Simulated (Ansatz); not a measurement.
# F₂H₂Si···HF: what the fields show

Input

```
crystal:
  periodic: [false, false, false]
  atoms:
    - { symbol: Si, position_ang: [0.187776, 0.028813, -0.077693] }
    - { symbol: H, position_ang: [0.165686, 0.002204, 1.395801] }
    - { symbol: F, position_ang: [1.760208, -0.000784, -0.506804] }
    - { symbol: H, position_ang: [-0.440388, 1.21187, -0.705577] }
    - { symbol: F, position_ang: [-0.475393, -1.348941, -0.635324] }
    - { symbol: F, position_ang: [-2.268911, 0.156039, 1.239119] }
    - { symbol: H, position_ang: [-1.633278, -0.155202, 1.844278] }
basis:
  gaussian: { orbitals: def2-SVP }
hamiltonian:
  xc: blyp
  dispersion: d4
relax:
  f_tol: 0.03
  max_steps: 50
output:
  orbitals: {}
```

Run with:

```sh
ansatz run input.yaml --threads 1 --pin off --max-ram 2048MiB --backend cpu --events-out ev --progress --plain --runs-dir out
```

The fields are those of the run's last geometry, not of the input's.

All numbers below come from RKS BLYP-D4/def2-SVP (Ansatz).

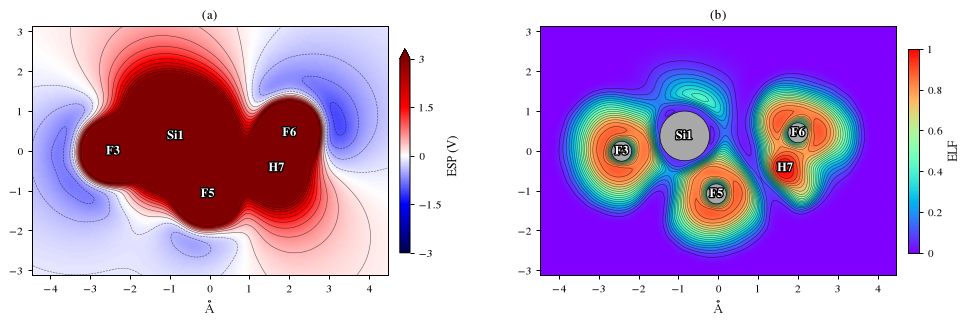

Figure 1. (a) molecular electrostatic potential; (b) electron localisation function on the plane of atoms F3, Si1 and F5. Grey discs cover the atomic cores in the ELF map.

Describe what can be read from this map.

Answer. Atoms in the plane: Si, F and H.
F5···H7 (1.83 Å): the ELF dips to about 0.10 between them; by its geometry a hydrogen bond between the two molecules, with no shared pair.
Si–F (1.63 Å): the ELF peaks at about 0.85 in the valence shell of F, 0.6 Å from its nucleus, and is about 0.50 at the midpoint.
F–H (0.95 Å): the ELF climbs to about 1 towards the hydrogen, as it does in any bond to H; a covalent bond by its length.
The ELF also peaks beside F5, F3 and F6, away from the bonds: lone-pair regions.
Outside the dense part of the complex the potential is most negative (−1.1 V) near F6.

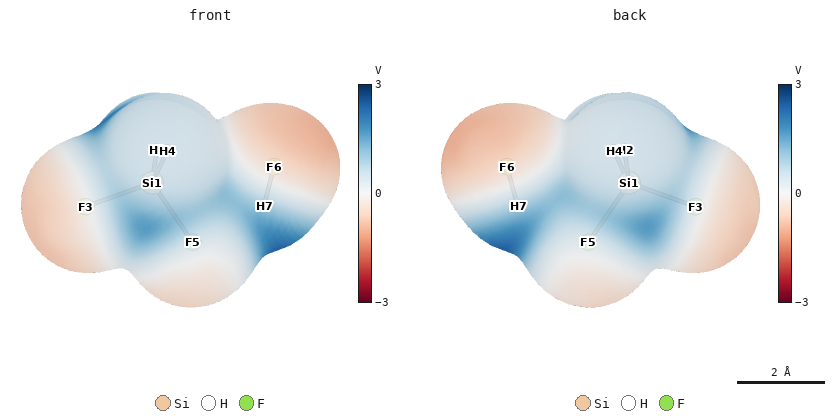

Figure 2. The electrostatic potential painted on the density surface at 0.002 e/bohr³, seen from the front and from behind; the colour scale runs from red (negative) to blue (positive).

Which sites attract a positive test charge, and which a negative one?

Answer. A positive charge is drawn to the negative regions and a negative charge to the positive ones. The most negative region (about −1.0 V) lies over F6, the most positive (about +2.3 V) over H7.

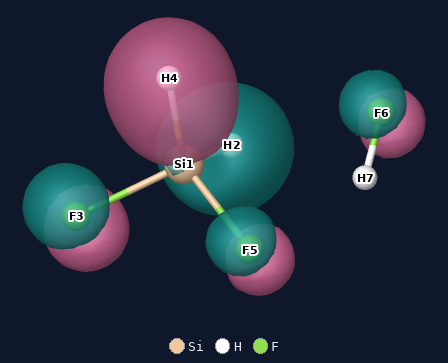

Figure 3. The HOMO at ±0.15 Å⁻³ᐟ² (teal and pink are the two phases), seen at a tilt.

Where does this orbital lie, and at what energy?

Answer. Its weight (Hirshfeld) is mainly on Si1 (about 25 %), H2 (about 20 %), H4 (about 20 %), F3 (about 20 %), F5 (about 10 %) and F6 (about 5 %). Its energy is −8.30 eV.
